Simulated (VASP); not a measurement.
Band structure of Sb (space group P6_3/mmc). All values below come from PBEsol GGA, VASP's PBE PAW potentials (set 64) (plane waves; VASP 6.6.1).

Unless said otherwise, spin-orbit coupling is left out, though it shifts the bands of the heavy elements here.

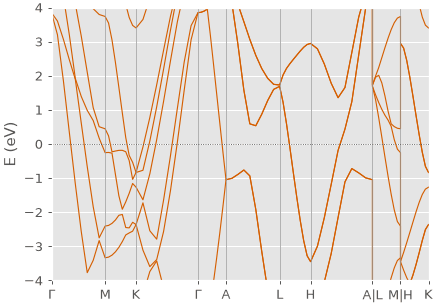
Fig. 1. Bands along high-symmetry lines, zero at the valence-band maximum or, without a gap, the Fermi level

**Question.** Read the plot: is there a gap, and where are the band edges?

**Answer.** It has no gap at this level: it comes out as a metal or semimetal. (Edges off the drawn lines would not show.)

The structure comes from a measured Sb entry (P6_3/mmc) of the Crystallography Open Database, whose conditions weren't checked. It was relaxed first.
